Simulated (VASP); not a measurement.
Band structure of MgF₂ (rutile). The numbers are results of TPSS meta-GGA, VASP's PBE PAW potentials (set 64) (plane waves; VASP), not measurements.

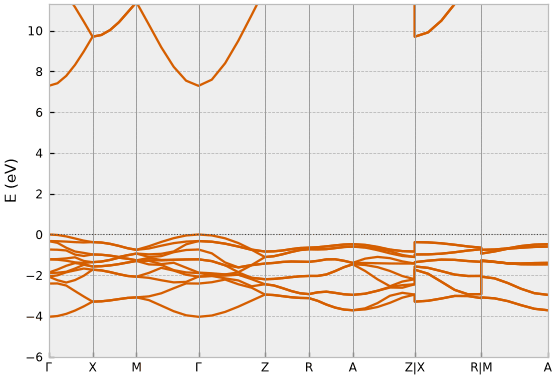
Fig. 1. Bands along high-symmetry lines, zero at the valence-band maximum or, without a gap, the Fermi level

Problem. Read the plot: is there a gap, and where are the band edges?

Solution. The gap is direct, 7.29 eV, from the valence maximum at Γ to the conduction minimum at Γ.

Measured: gap 12.40 eV (computed value off by -5.11 eV), as given by Andrés Aguado et al., Journal of the Physical Society of Japan (1999), arXiv:cond-mat/9901145.

The compound is MgF2 in the rutile structure. It was relaxed first.
